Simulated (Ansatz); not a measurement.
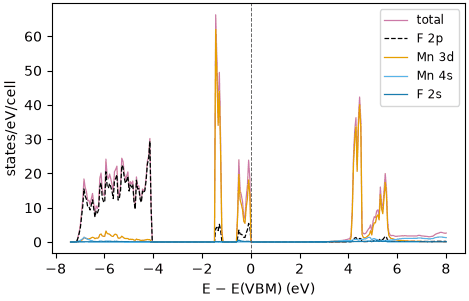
*Total and projected density of states of MnF$_{2}$ in space group Pbcn (No. 60; Mn on 4c, F on 8d), r²SCAN in the plane-wave PAW code Ansatz*

**Question.** Which orbitals carry the states next to the gap?

**Answer.** Top 1 eV of the valence band: Mn 3d 79 %, F 2p 19 %. Bottom 1 eV of the conduction band: Mn 4s 68 %, F 2s 14 %, Mn 3d 13 %. Projections are on Löwdin-orthogonalised atomic valence shells; empty p or d shells of many metals are not among them.

**Question.** Where is the tallest occupied peak in this window, and what makes it?

**Answer.** Near -1.4 eV, about 66 states/eV per cell; the largest projected share is Mn 3d.

The workflow started from a Materials Project entry (that database holds measured and hypothetical structures alike); the Crystallography Open Database copy checked does not list it. COD files the formula under space group No. 136, so this cell is another polymorph or a model. Its standing as an ambient phase is unchecked. The r²SCAN relaxation kept the symmetry of its start, as lowered by the spin order; whether a distortion lowers the energy is not shown. The final state is antiferromagnetic, chosen from 4 collinear starts compared on coarse meshes (ties went to the first, and starts can fall back to one state), not a proven ground state. Other orbital occupations within this spin state were not tried. No Hubbard U is applied.

Potentials: the later of the program's two PAW sets.
